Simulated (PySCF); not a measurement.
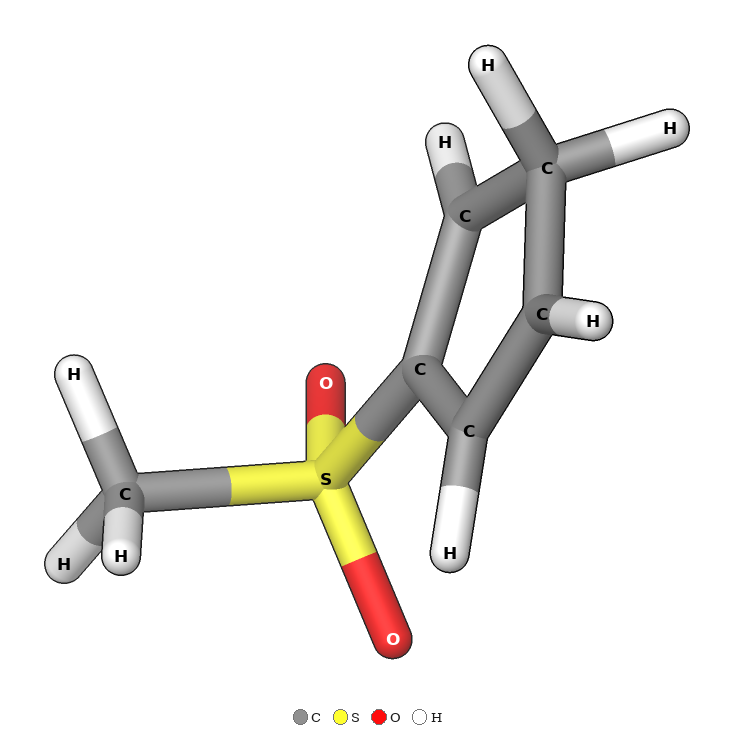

Stick drawing of a structure. Every bond is drawn as one stick, whatever its order.

**Give the formula.**

C₆H₈O₂S, 17 atoms: 6 carbon, 8 hydrogen, 2 oxygen and 1 sulfur.

**Count the bonded pairs by element.**

8 C–H, 5 C–C, 2 C–S, 2 O–S.

**What is the point group of this geometry?**

C1.

**Write the SMILES.**

CS(=O)(=O)C1=CCC=C1

**Name functional groups in it.**

Among them: alkene, sulfone.

More results for the same structure follow; atom numbers are the same in all pictures, views and colours differ. The geometry was computed by an optimisation with PBE0-D3(BJ)/def2-SVP. No frequency run is at hand to confirm it as a minimum.

## Shape

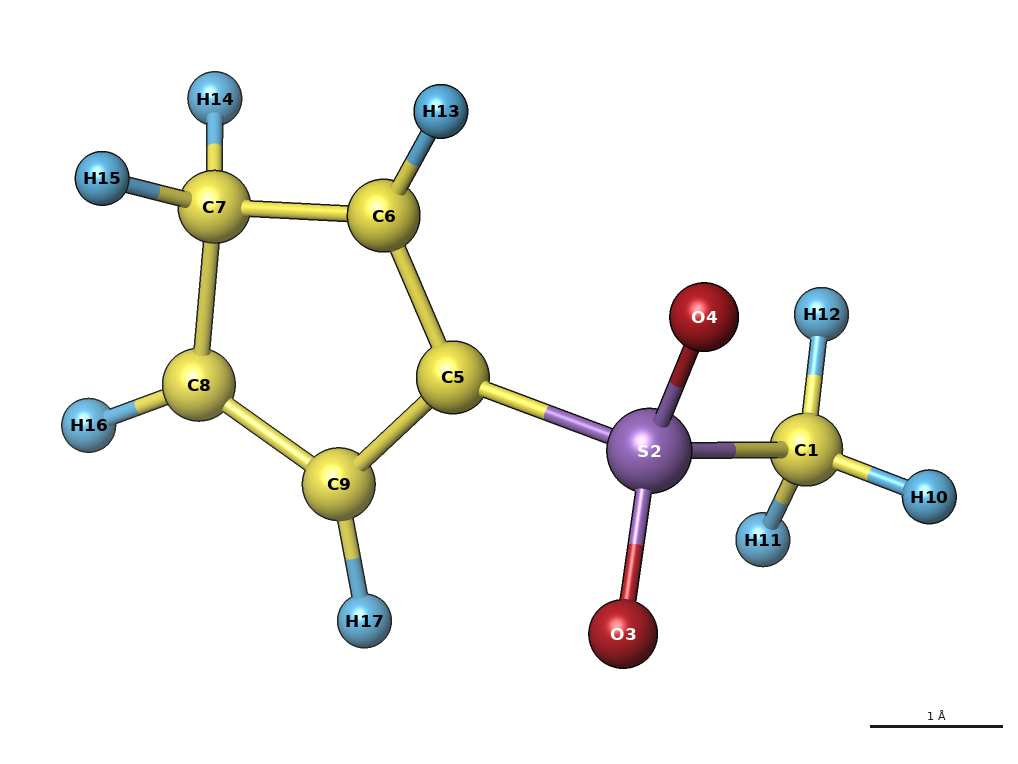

Numbered structure. No frequency run is at hand to confirm it as a minimum.

**How are the neighbours of atom 6 arranged?**

C6 has 3 neighbours (C5 at 1.35, C7 at 1.49, H13 at 1.09 Å); the arrangement is trigonal planar.

**Describe the coordination of atom 8.**

C8 has 3 neighbours (C7 at 1.50, C9 at 1.35, H16 at 1.09 Å); the arrangement is trigonal planar.

**How are the neighbours of atom 9 arranged?**

C9 has 3 neighbours (C5 at 1.46, C8 at 1.35, H17 at 1.09 Å); the arrangement is trigonal planar.

**How are the neighbours of atom 5 arranged?**

C5 has 3 neighbours (S2 at 1.77, C6 at 1.35, C9 at 1.46 Å); the arrangement is trigonal planar.

**What is the dihedral angle S2–C5–C6–C7?**

177° in size, that is anti.

## NMR shielding

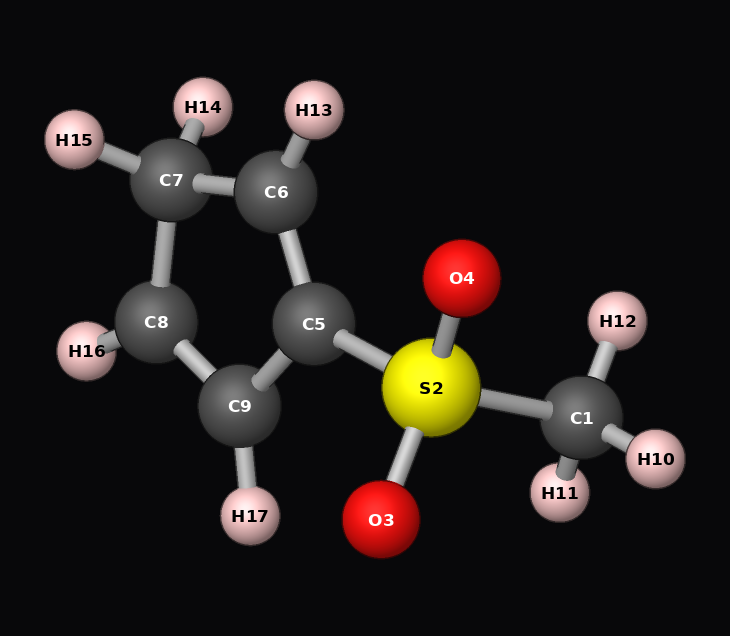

No frequency run is at hand to confirm it as a minimum. Level of theory: GIAO PBE0/pcSseg-1 NMR shielding, non-relativistic, IEF-PCM dichloromethane (PySCF 2.14.0). Principal shieldings σ11 ≤ σ22 ≤ σ33, span Ω = σ33 − σ11, skew κ = 3(σiso − σ22)/Ω.

Give the shielding tensors of the S atoms.

```csv
atom,σ11,σ22,σ33,σiso,Ω,κ
S2,41.3,207.5,364.3,204.4,323.0,−0.03
```

Shieldings and span in ppm.

## Quadrupole coupling

No frequency run is at hand to confirm it as a minimum. Electric field gradients from the ground-state density, PBE0/pcSseg-1 in chloroform (IEF-PCM) (PySCF 2.14.0), non-relativistic apart from any core potentials.

Give the largest field-gradient component, the quadrupole coupling constant and the asymmetry for 33S at S2 (Q = −67.81 mb), 17O at O3 (Q = −25.6 mb), 17O at O4 (Q = −25.6 mb).

```tsv
atom	V_zz (a.u.)	e²qQ/h (MHz)	η
S2	0.132	−2.11	0.65
O3	1.471	−8.85	0.17
O4	1.482	−8.92	0.16
```

## Dipole moment

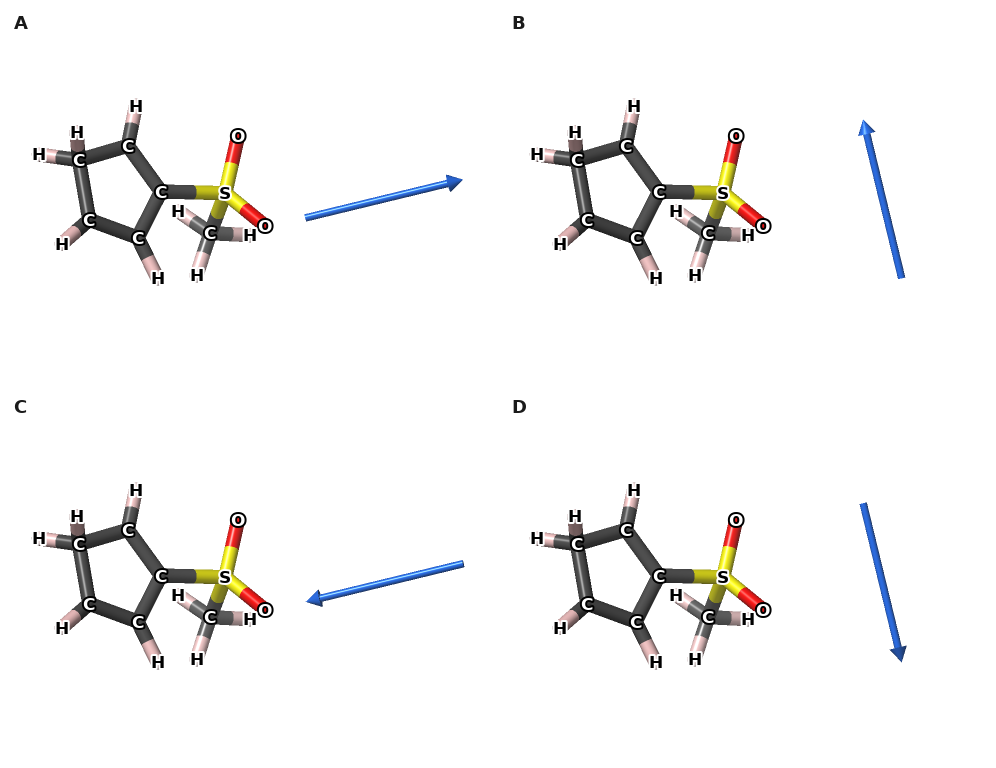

The same molecule four times, each with an arrow. No frequency run is at hand to confirm it as a minimum. Level of theory: PBE0/def2-SVPD in dichloromethane (IEF-PCM) (PySCF 2.14.0).

**Which arrow points along the dipole moment, from the negative to the positive end?**

C. The dipole moment is 6.85 D.

## Ring current

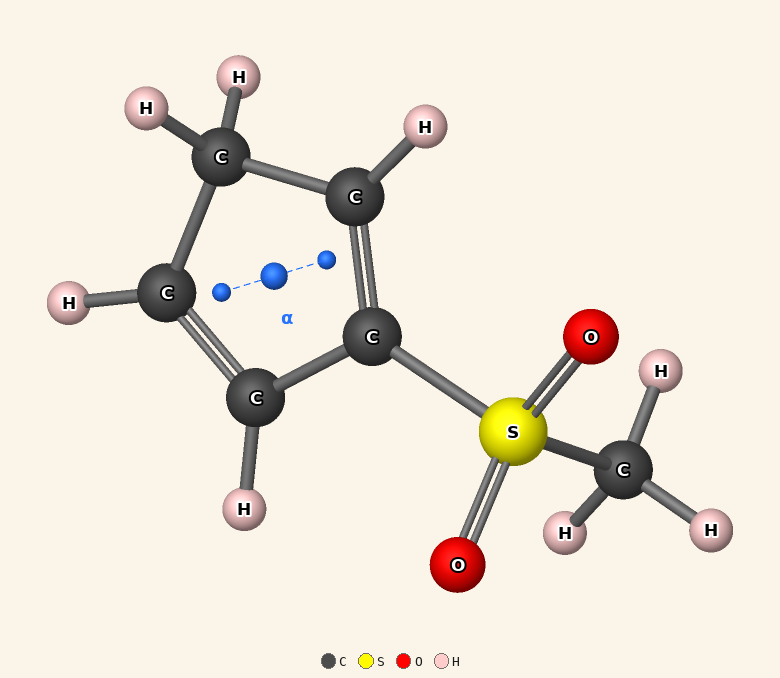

The small points mark where nucleus-independent chemical shifts (NICS) were computed: at the centre of each lettered ring and 1 Å above and below it. No frequency run is at hand to confirm it as a minimum. Properties computed with GIAO PBE0/pcSseg-1 NMR shielding, non-relativistic, IEF-PCM chloroform (PySCF 2.14.0).

Give NICS(0), NICS(1) and the out-of-plane component NICS(1)zz for each ring (means of the two sides).

| ring | members | NICS(0) | NICS(1) | NICS(1)zz |
| --- | --- | --- | --- | --- |
| α | C5 | −4.0 | −6.1 | −11.9 |

Values in ppm.
